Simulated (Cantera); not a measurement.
Input: 1 mol CF4, 0.096 mol F2, at 520 Pa.

These are equilibrium values from Cantera (NASA tables, ideal gas, pure condensed phases), not measurements of a reactor. Candidate condensed phases: C; 13 gas species. The numbers say what is thermodynamically allowed, not how fast it happens.

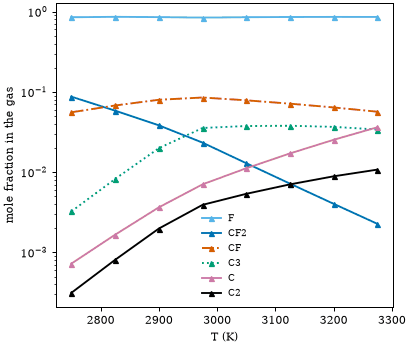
Equilibrium gas composition (values under 1e-9 drawn at 1e-9)

Read off the mole fractions at 2975 K.

F about 0.84, CF about 0.085, C3 about 0.036, CF2 about 0.023, C about 0.0070, C2 about 0.0039.
